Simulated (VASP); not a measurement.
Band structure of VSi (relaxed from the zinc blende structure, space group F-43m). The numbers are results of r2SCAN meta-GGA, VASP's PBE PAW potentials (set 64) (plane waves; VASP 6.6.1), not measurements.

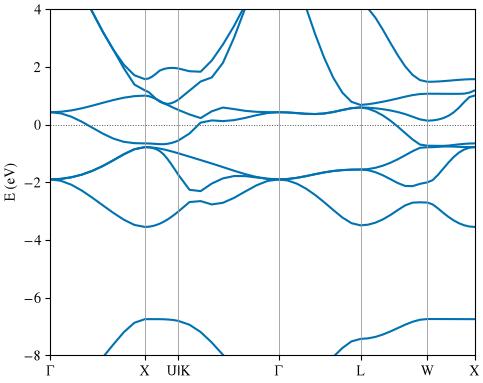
Fig. 1. Bands along high-symmetry lines, zero at the valence-band maximum or, without a gap, the Fermi level

Question: Read the plot: is there a gap, and where are the band edges?

Answer: It has no gap at this level: it comes out as a metal or semimetal.

The structure was generated: VSi was put into the zinc blende type (F-43m), which need not be its known phase. It was relaxed first, which changed the volume by -27 %. The run is not spin-polarised, so no magnetic state was tried. The electron count is odd and the run is not spin-polarised, which forces a metal.
